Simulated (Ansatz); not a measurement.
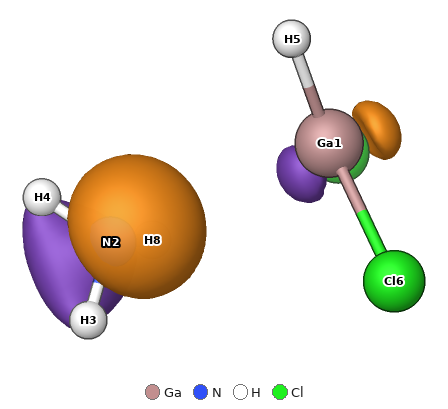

*Cl2GaH···NH3. The HOMO at ±0.2 Å⁻³ᐟ² (orange and purple are the two phases), seen at an oblique angle.*

Not at a stationary point (largest force 1.2 eV/Å).

The calculation used Ansatz, RKS CAM-B3LYP-D4/def2-SVP.

```yaml
atoms:
  - { symbol: Ga, position_ang: [-0.1243, 0.5614, -0.5644] }
  - { symbol: N, position_ang: [-0.0965, 0.0901, 2.5064] }
  - { symbol: H, position_ang: [-0.8260, -0.4118, 3.0085] }
  - { symbol: H, position_ang: [0.7661, 0.0123, 3.0422] }
  - { symbol: H, position_ang: [1.2844, 0.0844, -0.9651] }
  - { symbol: Cl, position_ang: [-1.9394, -0.4617, -1.0282] }
  - { symbol: Cl, position_ang: [-0.4254, 2.5585, 0.3457] }
  - { symbol: H, position_ang: [-0.3550, 1.0937, 2.4640] }
```

Where does this orbital lie, and at what energy?

Answer. It lies mainly on N2 (about 65 %) and Cl7 (about 10 %); largely a lone pair of N2. Its energy is −9.57 eV.
